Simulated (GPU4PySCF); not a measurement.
Vertical excitations of a molecule C13H10 from TDDFT-PBE/def2-SVPD (GPU4PySCF), as energy in eV (oscillator strength): 4.24 (0.069), 4.50 (0.359), 4.51 (0.008), 4.94 (0.003), 5.00 (0.002), 5.09 (0.033), 5.17 (0.047), 5.38 (0.006), 5.72 (0.000), 5.92 (0.005), 5.93 (0.023), 6.04 (0.000). Lowest triplet (TDA): 3.31 eV. The structure is a stationary point at B3LYP-D3(BJ)/def2-TZVP. One conformer was computed; it need not be the lowest.

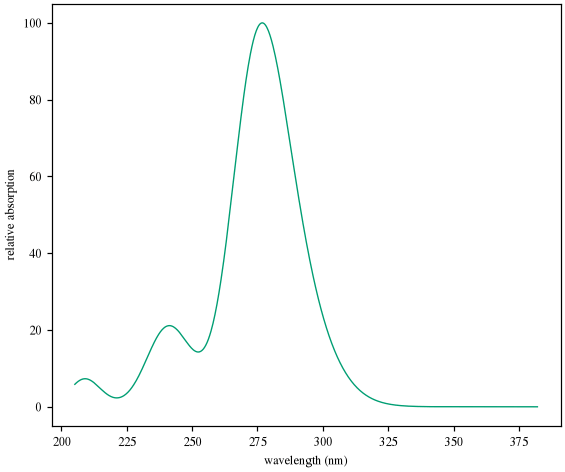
Fig. 1. The lines broadened by 0.4 eV.

Q: Identify the compound among the candidates.
A) C#CC1=C(c2ccccc2)CC=C1
B) C#Cc1ccc(C)c2ccccc12
C) C#CC1=C(c2ccccc2)C=CC1
D) c1ccc2c(c1)Cc1ccccc1-2

A: D, c1ccc2c(c1)Cc1ccccc1-2
